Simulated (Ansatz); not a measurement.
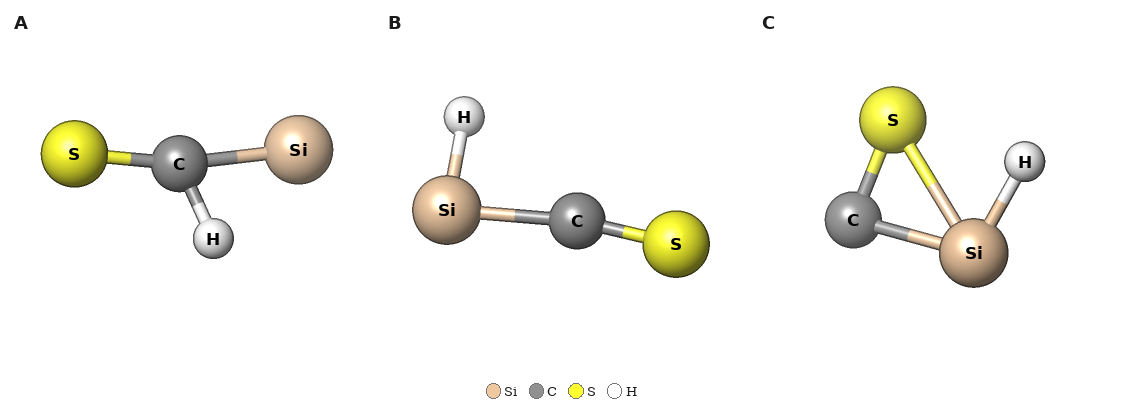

3 stationary structures of one formula. The species has charge +1 and is a spin singlet. Geometries: PBE0-D4/def2-TZVP. Electronic energies: RHF-CCSD(T) (frozen core)/def2-TZVPP (Ansatz 0.2.0), without zero-point energy. No frequency run is at hand to confirm each as a minimum.

Rank them by energy, lowest first.

Answer. B is lowest; A lies 13.3 kcal/mol above it, C lies 32.4 kcal/mol above it (Cs).
